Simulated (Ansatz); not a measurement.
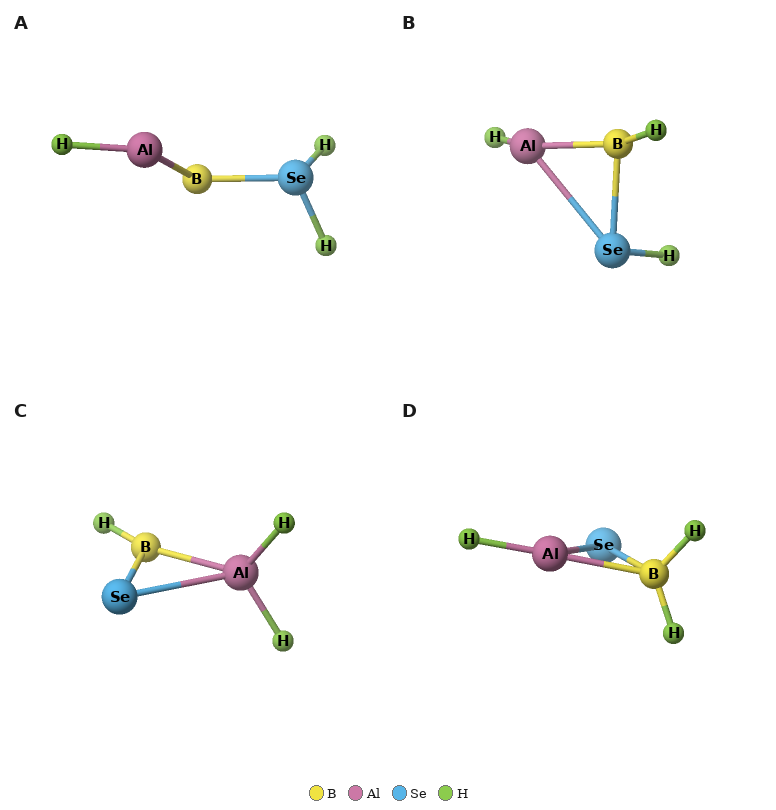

4 stationary structures of one formula. Charge −1, singlet. Geometries: PBE-D4/def2-SVPD. Electronic energies: PBE-D4/def2-SVPD (Ansatz 0.2.0), without zero-point energy. No frequency run is at hand to confirm each as a minimum.

**Which structure is the most stable?**

D is lowest (Cs); C lies 0.045 eV above it (Cs), B lies 2.168 eV above it (C1), A lies 4.902 eV above it (Cs).
